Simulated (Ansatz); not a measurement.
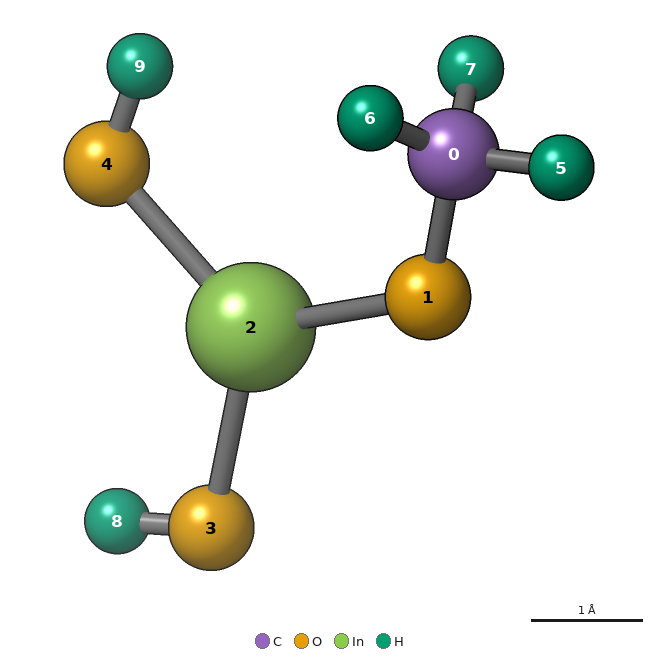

The picture shows the input geometry. Atoms are numbered from 0, in the order of the input.

Input file:

```yaml
crystal:
  periodic: [false, false, false]
  atoms:
    - {symbol: C, position_ang: [0.538079, -1.692891, -0.535035]}
    - {symbol: O, position_ang: [0.581504, -0.927897, 0.657854]}
    - {symbol: In, position_ang: [-0.209487, 0.902874, 0.653510]}
    - {symbol: O, position_ang: [-0.187319, 2.019534, 2.332900]}
    - {symbol: O, position_ang: [-0.957019, 1.684552, -1.014508]}
    - {symbol: H, position_ang: [1.033129, -2.687213, -0.249798]}
    - {symbol: H, position_ang: [1.102475, -1.282463, -1.341393]}
    - {symbol: H, position_ang: [-0.458707, -1.907978, -0.884424]}
    - {symbol: H, position_ang: [-0.543943, 2.885425, 2.102675]}
    - {symbol: H, position_ang: [-0.991689, 1.029565, -1.777529]}
basis:
  gaussian: {orbitals: def2-TZVPP}
hamiltonian: {xc: {name: RPBE}}
output: {forces: true}
```

It was started with:

```sh
ansatz run in.yaml --threads 4 --pin off --events-out ev --progress --plain --max-ram 10444MiB
```

Output:

```
Functional definition: RPBE
  name "RPBE"
  cite "Hammer, Hansen & Nørskov, Phys. Rev. B 59, 7413 (1999) doi:10.1103/PhysRevB.59.7413"
  cite "Perdew, Burke & Ernzerhof, Phys. Rev. Lett. 77, 3865 (1996) doi:10.1103/PhysRevLett.77.3865"
  parameter kappa = 0.804
  parameter beta = 0.06672455060314922
  exchange = rpbe_x(kappa = kappa, mu = beta*pi^2/3)
  correlation = pbe_c(beta = beta)
1316 factors; their error is unknown
mean field evaluation 1: about -12415.3443 eV, gradient 1.1e2 eV
mean field evaluation 2: about -12271.0969 eV, gradient 2.6e2 eV
mean field evaluation 4: about -12436.5237 eV, gradient 3.5e1 eV
mean field evaluation 8: about -12438.8625 eV, gradient 5.9e-1 eV
mean field evaluation 16: about -12438.8479 eV, gradient 4.3e-4 eV
mean field -12438.84787768 eV, -457.1192281507 hartree, gradient 1.8e-5 eV, S^2 0.000000; 0 other end points of the search recorded, 0 dependent functions left out
the calculation of the forces begins
reference -12438.84794693 eV, -457.1192306959 hartree; 28, 28 occupied and 216, 216 virtual orbitals, 1316 factors
Total energy: -12438.84794693 eV, -457.1192306959 hartree
Atom 0 at     0.538079    -1.692891    -0.535035 Å, force     0.835273    -1.814315     1.433339 eV/Å
Atom 1 at     0.581504    -0.927897     0.657854 Å, force     0.052775     0.031476     0.277592 eV/Å
Atom 2 at    -0.209487     0.902874     0.653510 Å, force     0.146476     0.178922     0.654545 eV/Å
Atom 3 at    -0.187319     2.019534     2.332900 Å, force     0.136585    -0.408011    -0.061075 eV/Å
Atom 4 at    -0.957019     1.684552    -1.014508 Å, force    -0.412238    -0.583365    -1.783053 eV/Å
Atom 5 at     1.033129    -2.687213    -0.249798 Å, force    -0.554329     0.840561    -0.518926 eV/Å
Atom 6 at     1.102475    -1.282463    -1.341393 Å, force     0.719894     0.605849    -0.955346 eV/Å
Atom 7 at    -0.458707    -1.907978    -0.884424 Å, force    -0.864684    -0.192805    -0.234748 eV/Å
Atom 8 at    -0.543943     2.885425     2.102675 Å, force    -0.160455     0.388566    -0.027603 eV/Å
Atom 9 at    -0.991689     1.029565    -1.777529 Å, force     0.100705     0.953123     1.215275 eV/Å
Dipole moment:    -0.109684    -0.095646    -0.417345 e Å
```

Self-consistency was reached.
